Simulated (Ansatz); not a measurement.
```xyz
11

B    -0.7644    1.7888   -0.7032
O    -0.0988   -1.3260   -0.8092
O    -0.8535    0.9977    0.4010
O    -0.6973    3.1445   -0.6106
O    -0.7440    1.2038   -1.9471
Si   -0.9726   -0.6784    0.4340
H    -0.2066   -0.8207   -1.6280
H    -2.4239   -1.0111    0.3544
H    -0.3841   -1.1531    1.7096
H    -0.7232    3.4355    0.3064
H    -0.6821    1.8569   -2.6514
```

Geometry: PBE0-D4/def2-SVP.

Level of theory: isolated molecule in a Gaussian basis; Kohn-Sham density functional theory, functional PBE0 (Ansatz 0.2.0).

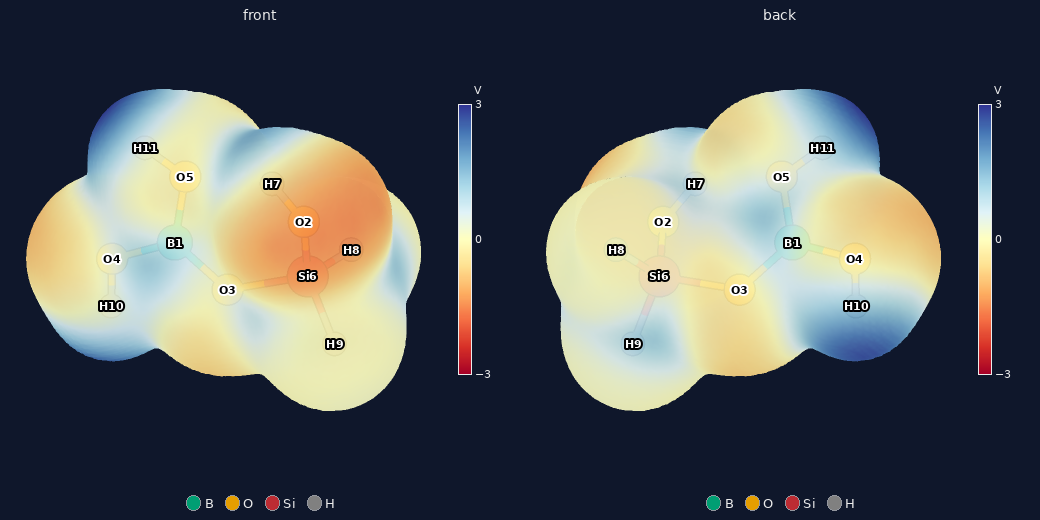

BH5O4Si (SMILES O[SiH2]OB(O)O). The electrostatic potential painted on the density surface at 0.002 e/bohr³, seen from the front and from behind; the colour scale runs from red (negative) to blue (positive).

**Describe the electrostatic potential map.**

The most negative region (about −1.5 V) lies over O2, the most positive (about +2.8 V) over H10 and H11. O2 is the likeliest acceptor of a hydrogen bond.

**How polar is the molecule by this calculation?**

Its dipole moment is 1.92 D.
